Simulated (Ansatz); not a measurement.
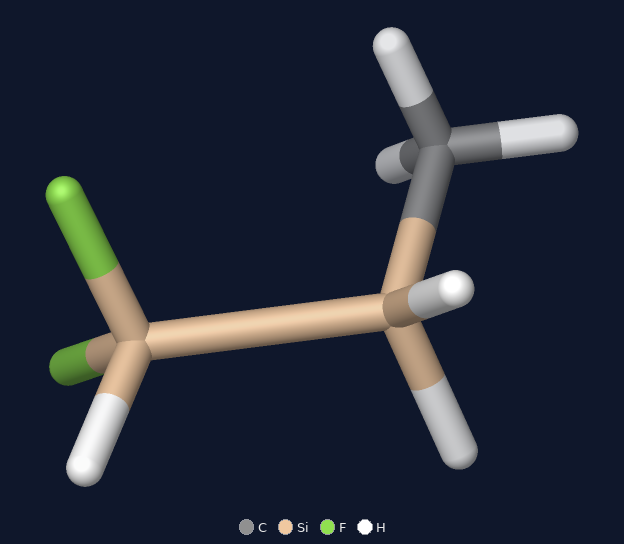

Rendered structure (stick style). Every bond is drawn as one stick, whatever its order.

The computed structure is the end point of a PBE0-D4/def2-TZVP optimisation.

Question: Which formula does it have?

Answer: CH₆F₂Si₂, 11 atoms: 1 carbon, 6 hydrogen, 2 fluorine and 2 silicon.

Question: Does it have rings?

Answer: It has no ring.

Question: Name functional groups in it.

Answer: Among them: Si–H bond.

Question: Give the symmetry (Schoenflies symbol).

Answer: Cs.

More results for the same structure follow; atom numbers are the same in all pictures, views and colours differ.

## Shape

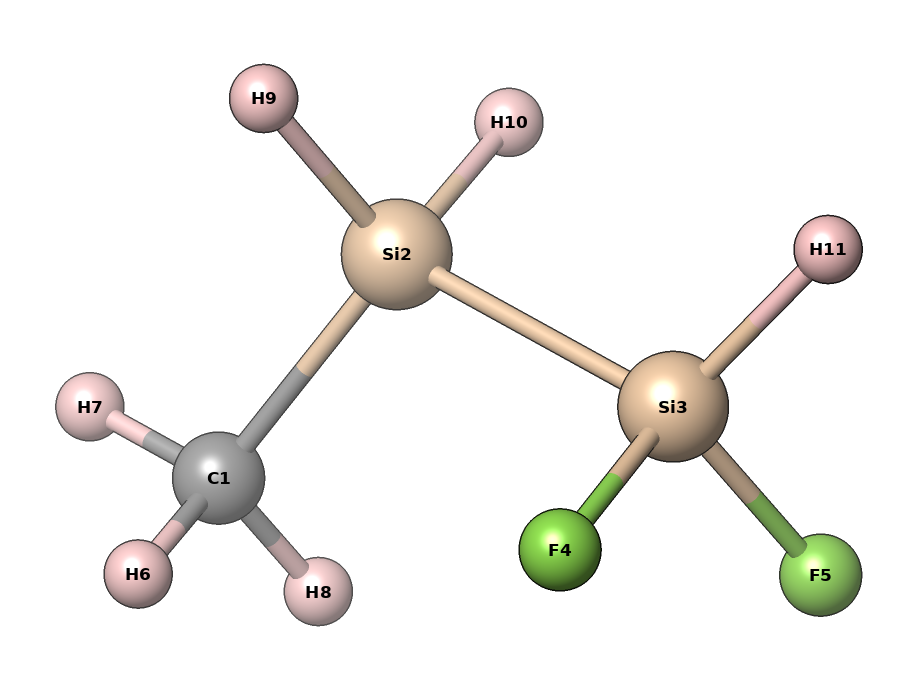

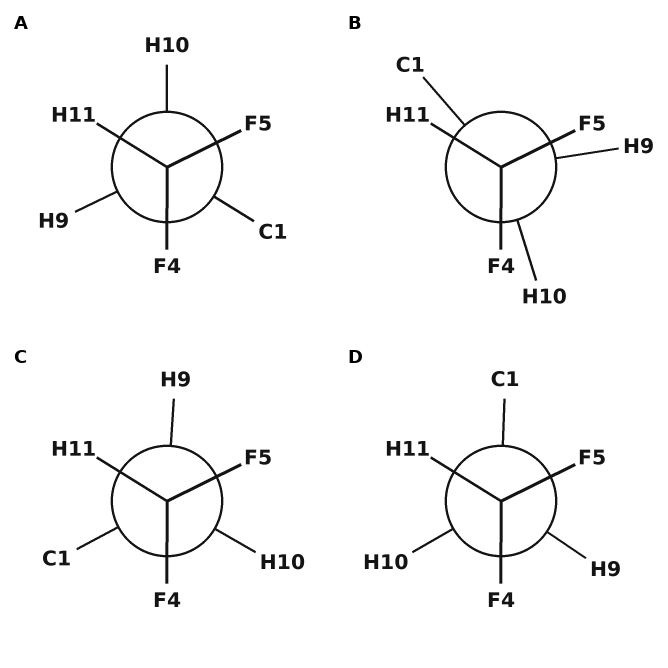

Depth is shown by fading: the farther an atom, the more it takes the colour of the background. Bonds that would overlap in a projection are set slightly apart.

Question: Which Newman projection shows the view along Si3–Si2, with Si3 in front?

Answer: A. The torsion angle F4–Si3–Si2–C1 is −58°, synclinal (gauche).

## Electronic properties

Method: RKS HSE06 (plane-wave form)-D4/def2-TZVPP (Ansatz 0.2.0).

Question: What is the HOMO–LUMO gap?

Answer: 7.07 eV.

Question: Estimate the HOMO energy (Kohn–Sham orbital).

Answer: −7.84 eV.

Question: Estimate the dispersion correction.

Answer: −17.6 kJ/mol.

## Vibrations

Harmonic vibrations computed with RKS PBE0-D4/def2-TZVP (Ansatz 0.2.0) at a stationary point of the same level.

Question: List the wavenumbers.

Answer: 27 modes: 37, 97, 125, 175, 263, 337, 417, 436, 605, 673, 722, 817, 820, 844, 885, 910, 932, 934, 1278, 1451, 1452, 2207, 2213, 2238, 3058, 3145, 3147 cm⁻¹.

## Charges

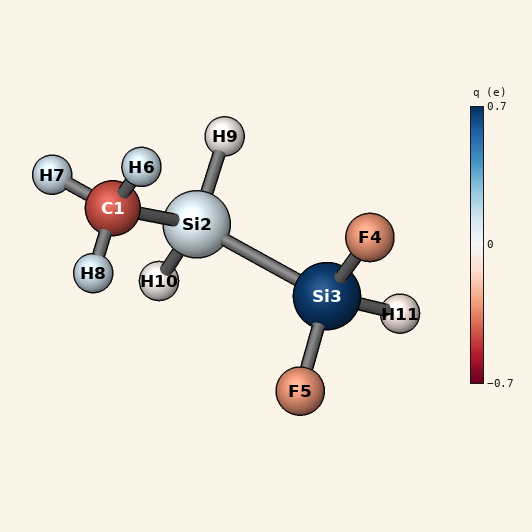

Atoms are coloured by their Mulliken charges. Properties computed with RKS ωB97M-V/def2-TZVPP (Ansatz 0.2.0).

Give the Mulliken charges atom by atom.

| atom | value (e) |
| --- | --- |
| C1 | −0.45 |
| Si2 | 0.10 |
| Si3 | 0.67 |
| F4 | −0.31 |
| F5 | −0.31 |
| H6 | 0.13 |
| H7 | 0.13 |
| H8 | 0.13 |
| H9 | −0.02 |
| H10 | −0.02 |
| H11 | −0.06 |

Mulliken values depend strongly on the basis set and can even reverse the polarity of a bond.
